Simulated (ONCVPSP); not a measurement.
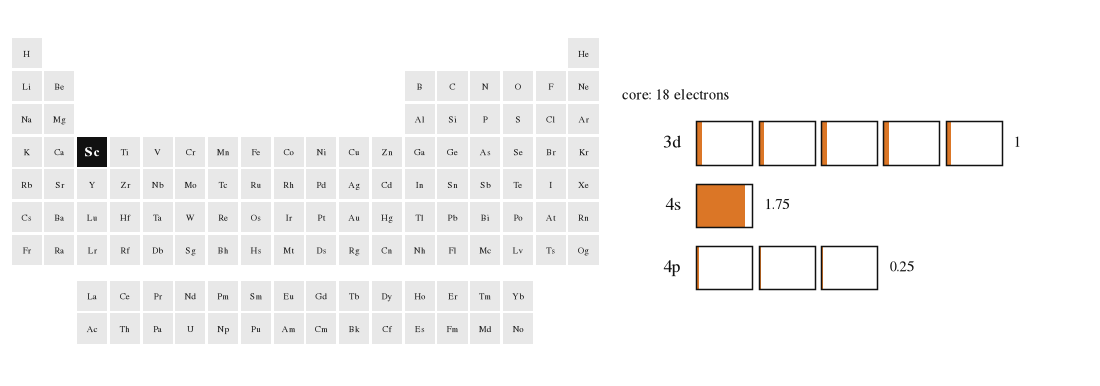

Left, the place of scandium in the periodic table; right, the valence shells of the reference configuration: a box for each of the 2l + 1 orbitals, shaded by the share of the shell that is filled, with the electron count at the right. The shells are those of the unaltered input.

# Pseudopotential generation, with input and output: Sc

Scandium (Sc, Z = 21), core [Ar], reference valence 3d1 4s1.75 4p0.25, valence charge 3. (This line and the method describe the unaltered input from which the odd one was made.) Computed at this level: ONCV potential, LDA (Perdew-Zunger), scalar-relativistic, made with ONCVPSP 4.0.1.

**The program's output (extracts)**
```
ONCVPSP  (Optimized Norm-Conservinng Vanderbilt PSeudopotential)
scalar-relativistic version 4.0.1

#   n    l    f        energy (Ha)
    1    0    2.00    -1.6116459E+02
    2    0    2.00    -1.7393192E+01
    2    1    6.00    -1.4272158E+01
    3    0    2.00    -2.0227167E+00
    3    1    6.00    -1.2455649E+00
    3    2    1.00    -1.3678979E-01
    4    0    1.75    -1.6498358E-01
    4    1    0.25    -6.1893354E-02

Reference configufation results
  iterations    27
  all-electron total energy (Ha)   -7.62291600D+02

Begin loop to  construct optimized pseudo wave functions
and semi-local pseudopoentials for all angular momenta

Calculating optimized projector #   1

 for l=   0

    Fraction of norm inside rc  0.480872
    Optimizing pswf for qcut=   2.10 a_B^-1,  ecut=   2.20 Ha
    Residual kinetic energy error=  6.45D-04 Ha

    Energy error per electron        Cutoff
         Ha          eV             Ha
         0.01000     0.27211        1.10
         0.00100     0.02721        2.06
         0.00010     0.00272        7.48
         0.00001     0.00027       10.37

   Wellstate for l =  1  n =  8
     eigenvalue =   3.1381
     asymptotic potential =   3.6381
     half-point radius =  6.1108

   Wellstate for l =  1  n = 10
     eigenvalue =   6.3381
     asymptotic potential =   6.8381
     half-point radius =  5.8163

Calculating optimized projector #   1

 for l=   1

    Fraction of norm inside rc  0.287300
    Optimizing pswf for qcut=   2.50 a_B^-1,  ecut=   3.13 Ha
    Residual kinetic energy error=  1.67D-05 Ha

    Energy error per electron        Cutoff
         Ha          eV             Ha
         0.01000     0.27211        0.38
         0.00100     0.02721        1.08
         0.00010     0.00272        2.42
         0.00001     0.00027        4.04

Calculating optimized projector #   2

 for l=   1

    Fraction of norm inside rc  0.194874
    Optimizing pswf for qcut=   2.50 a_B^-1,  ecut=   3.13 Ha
    Residual kinetic energy error=  1.65D-01 Ha

    Energy error per electron        Cutoff
         Ha          eV             Ha
         0.01000     0.27211        7.34
         0.00100     0.02721       13.64
         0.00010     0.00272       16.80
         0.00001     0.00027       22.04

Calculating optimized projector #   3

 for l=   1

    Fraction of norm inside rc  0.159871
    Optimizing pswf for qcut=   2.50 a_B^-1,  ecut=   3.13 Ha
    Residual kinetic energy error=  1.56D+00 Ha

    Energy error per electron        Cutoff
         Ha          eV             Ha
         0.01000     0.27211       12.03
         0.00100     0.02721       18.78
         0.00010     0.00272       22.89
         0.00001     0.00027       29.23

Calculating optimized projector #   1

 for l=   2

    Fraction of norm inside rc  0.646175
    Optimizing pswf for qcut=   8.29 a_B^-1,  ecut=  34.40 Ha
    Residual kinetic energy error=  4.48D-07 Ha

    Energy error per electron        Cutoff
         Ha          eV             Ha
         0.01000     0.27211       19.46
         0.00100     0.02721       24.30
         0.00010     0.00272       28.02
         0.00001     0.00027       30.72

Construct Vanderbilt / Kleinmman-Bylander projectors

B matrix Hermiticity error, ll=   1
   1   2   -2.1257E-05
   1   3   -1.0912E-04
   2   3   -7.6619E-05

  Orthonormal projector coefficients  7.2824E+00  2.4202E+00  4.2247E-01

Model core correction analysis
  based on d2Exc/dn_idn_j

d2excae - all-electron derivatives

   -2.115967D-02   -1.162315D-02   -6.527704D-03
   -1.161874D-02   -2.735922D-02   -2.257187D-02
   -6.523080D-03   -2.255157D-02   -2.803129D-02

d2excps - pseudofunction derivatives with no core correction

   -9.200302D-02   -1.925125D-02   -8.896423D-03
   -1.926536D-02   -3.050586D-02   -2.401542D-02
   -8.897501D-03   -2.399662D-02   -2.869614D-02

rms 2nd derivative error    2.394717E-02

rmatch, rhocmatch    2.2085    0.1362

Teter function model core charge with specified parameters

d2excps - pseudofunction derivatives with core correction

   -6.297639D-02   -1.598170D-02   -7.907816D-03
   -1.598084D-02   -2.914733D-02   -2.350382D-02
   -7.904517D-03   -2.348436D-02   -2.849597D-02

rms 2nd derivative error    1.412495E-02

Pseudoatom total energy   -1.624143

Diagnostic tests using Vanderbilt-Kleinman-Bylander pseudopotentials
  1 or more projectors used as specified by nproj input data

   l    rcore       rmatch      e in        delta e   norm test  slope test

   0   3.4177669   3.5215377  -0.1649836  -0.0000002   0.9999998   1.0000040

   1   3.7163291   3.8291649  -0.0618934   0.0000000   0.9999997   0.9999932
   1   3.7163291   3.8291649   3.1381066   0.0000254   1.0000278   1.0000278
   1   3.7163291   3.8291649   6.3381066   0.0001010   0.9999304   0.9999304

   2   1.9594322   2.0189248  -0.1367898  -0.0000001   0.9999996   1.0000011

 Testing for bound ghosts
   n   l    E NL Schr. Eq   E Basis Diag.   E Cutoff

       0                       -3.924394     10.74  WARNING - GHOST(-)
   1   0       -0.164984       -0.164400     10.74

   2   1       -0.061893       -0.059457     21.77

 Testing for highly-localized positive-energy ghosts
       l    <radius>/rc     E Basis Diag.   E Cutoff

       1        0.623824        5.050318     21.77  WARNING - GHOST(+)

Test configuration 0

   n   l     f        eae           eps        diff
   1   0  2.0000 -161.16458936
   2   0  2.0000  -17.39319165
   2   1  6.0000  -14.27215824
   3   0  2.0000   -2.02271668
   3   1  6.0000   -1.24556489
   3   2  1.0000   -0.13678979   -0.13678987   -7.86D-08
   4   0  1.7500   -0.16498358   -0.16498382   -2.34D-07
   4   1  0.2500   -0.06189335   -0.06189334    1.37D-08

    Total energies and differences
      AE_ref= -7.62291600D+02  AE_tst= -7.62291600D+02  dif=  0.00D+00
      PS_ref= -1.62414290D+00  PS_tst= -1.62414290D+00  dif=  1.78D-15
      PSP excitation error= -1.78D-15

Test configuration 1

   n   l     f        eae           eps        diff
   1   0  2.0000 -161.15208803
   2   0  2.0000  -17.38102968
   2   1  6.0000  -14.25998985
   3   0  2.0000   -2.01043077
   3   1  6.0000   -1.23334404
   3   2  1.0000   -0.12586580   -0.12565761    2.08D-04
   4   0  2.0000   -0.15795704   -0.15802635   -6.93D-05

    Total energies and differences
      AE_ref= -7.62291600D+02  AE_tst= -7.62317225D+02  dif= -2.56D-02
      PS_ref= -1.62414290D+00  PS_tst= -1.64977075D+00  dif= -2.56D-02
      PSP excitation error=  2.96D-06

Test configuration 2

   n   l     f        eae           eps        diff
   1   0  2.0000 -161.41670599
   2   0  2.0000  -17.64162224
   2   1  6.0000  -14.52093261
   3   0  2.0000   -2.27069954
   3   1  6.0000   -1.49326369
   3   2  1.0000   -0.37589082   -0.37479846    1.09D-03
   4   0  1.0000   -0.36600463   -0.36512058    8.84D-04

    Total energies and differences
      AE_ref= -7.62291600D+02  AE_tst= -7.62057511D+02  dif=  2.34D-01
      PS_ref= -1.62414290D+00  PS_tst= -1.39035770D+00  dif=  2.34D-01
      PSP excitation error=  3.04D-04

Test configuration 3

   n   l     f        eae           eps        diff
   1   0  2.0000 -161.73267627
   2   0  2.0000  -17.95183583
   2   1  6.0000  -14.83162891
   3   0  2.0000   -2.57823434
   3   1  6.0000   -1.79947683
   3   2  1.0000   -0.66616502   -0.66461270    1.55D-03

    Total energies and differences
      AE_ref= -7.62291600D+02  AE_tst= -7.61581201D+02  dif=  7.10D-01
      PS_ref= -1.62414290D+00  PS_tst= -9.16143949D-01  dif=  7.08D-01
      PSP excitation error=  2.40D-03

Test configuration 4

   n   l     f        eae           eps        diff
   1   0  2.0000 -161.20044027
   2   0  2.0000  -17.42812455
   2   1  6.0000  -14.30709271
   3   0  2.0000   -2.05797467
   3   1  6.0000   -1.28058812
   3   2  1.0000   -0.16796040   -0.16889751   -9.37D-04
   4   0  1.0000   -0.18425733   -0.18413012    1.27D-04
   4   1  1.0000   -0.07716521   -0.07703228    1.33D-04

    Total energies and differences
      AE_ref= -7.62291600D+02  AE_tst= -7.62212800D+02  dif=  7.88D-02
      PS_ref= -1.62414290D+00  PS_tst= -1.54534346D+00  dif=  7.88D-02
      PSP excitation error=  8.28D-07
```

**Input**
```
# ATOM AND REFERENCE CONFIGURATION
# atsym  z   nc   nv     iexc    psfile
  Sc 21.00    5    3        3      upf
#
#   n    l    f
    1    0    2.00
    2    0    2.00
    2    1    6.00
    3    0    2.00
    3    1    6.00
    3    2    1.00
    4    0    1.75
    4    1    0.25
#
# PSEUDOPOTENTIAL AND OPTIMIZATION
# lmax
    2
#
#   l,   rc,      ep,       ncon, nbas, qcut
    0    3.40    0.00    4    7    2.10
    1    3.70    0.00    4    7    2.50
    2    1.95    0.00    4    9    8.30
#
# LOCAL POTENTIAL
# lloc, lpopt,  rc(5),   dvloc0
    2    5    1.95    0.00
#
# VANDERBILT-KLEINMAN-BYLANDER PROJECTORs
# l, nproj, debl
    0    1    0.50
    1    3    3.20
    2    0    1.40
#
# MODEL CORE CHARGE
# icmod, fcfact, rcfact
    3    5.75    1.10
#
# LOG DERIVATIVE ANALYSIS
# epsh1, epsh2, depsh
   -2.00    5.00    0.00
#
# OUTPUT GRID
# rlmax, drl
    6.00    0.01
#
# TEST CONFIGURATIONS
# ncnf
    4
# nvcnf
#   n    l    f
    3
    3    2    1.00
    4    0    2.00
    4    1    0.00
#
    3
    3    2    1.00
    4    0    1.00
    4    1    0.00
#
    3
    3    2    1.00
    4    0    0.00
    4    1    0.00
#
    3
    3    2    1.00
    4    0    1.00
    4    1    1.00
#
```

Run as:
```bash
oncvpsp.x < Sc.dat > Sc.out
```

**Outcome**

- outcome: generated, with a ghost state
- ghost flags of the generator: 1 GHOST(-), 1 GHOST(+)
- largest excitation error printed: 65 meV
- hardware: 1 CPU thread, shared host
- wall time: 4.2 s

**What is odd here**

This input holds a deliberate oddity: depsh set to zero. The program ran to the end. The all-electron atom is untouched: its total energy equals that from the unaltered input (−762.2916 Ha). The pseudo-atom's energy and ghost flags in the reference configuration are also those from the unaltered input, so the oddity leaves no trace there. This setting only spaces or bounds the energies of the logarithmic derivatives; it doesn't enter the potential. The unaltered input has a GHOST(-) flag too. The potential has a bound ghost state, so it can't be used as it stands.
